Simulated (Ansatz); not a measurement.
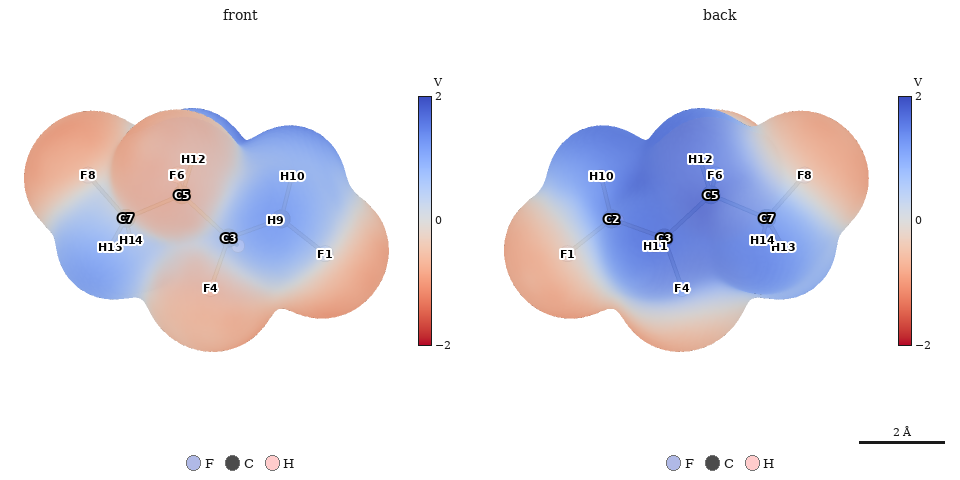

Figure. C$_{4}$H$_{6}$F$_{4}$ (SMILES FCC(F)C(F)CF). The electrostatic potential painted on the density surface at 0.002 e/bohr³, seen from the front and from behind; the colour scale runs from red (negative) to blue (positive).

Geometry: PBE0-D4/def2-TZVP.

All numbers below come from Ansatz 0.2.0, RKS PBE0-D4/def2-TZVPP.

Input

```
crystal:
  periodic: [false, false, false]
  atoms:
    - {symbol: F, position_ang: [-1.590384, -1.489973, 2.082551]}
    - {symbol: C, position_ang: [-0.864908, -0.396157, 1.669256]}
    - {symbol: C, position_ang: [-0.447440, -0.576554, 0.233932]}
    - {symbol: F, position_ang: [-1.561342, -0.478445, -0.581498]}
    - {symbol: C, position_ang: [0.594339, 0.435714, -0.190633]}
    - {symbol: F, position_ang: [0.225229, 1.700049, 0.234274]}
    - {symbol: C, position_ang: [0.797289, 0.452402, -1.682446]}
    - {symbol: F, position_ang: [1.928587, 1.173400, -1.988861]}
    - {symbol: H, position_ang: [-1.485360, 0.496143, 1.772761]}
    - {symbol: H, position_ang: [0.018538, -0.303156, 2.308611]}
    - {symbol: H, position_ang: [-0.036350, -1.584272, 0.100749]}
    - {symbol: H, position_ang: [1.544008, 0.193297, 0.300887]}
    - {symbol: H, position_ang: [-0.059198, 0.916955, -2.174883]}
    - {symbol: H, position_ang: [0.923992, -0.568602, -2.055801]}
basis:
  gaussian: {orbitals: def2-TZVPP}
hamiltonian: {xc: pbe0, dispersion: d4}
output: {orbitals: {seedname: orbitals}}
```

Launched as:

```sh
ansatz run in.yaml --threads 2 --pin off --events-out ev --progress --plain --max-ram 32768MiB --backend cuda --devices 0, --max-vram 18GiB
```

Describe the electrostatic potential map.

Answer. The most negative region (about −0.9 V) lies over F1 and F8, the most positive (about +1.6 V) over C3, C5, H11 and H12.
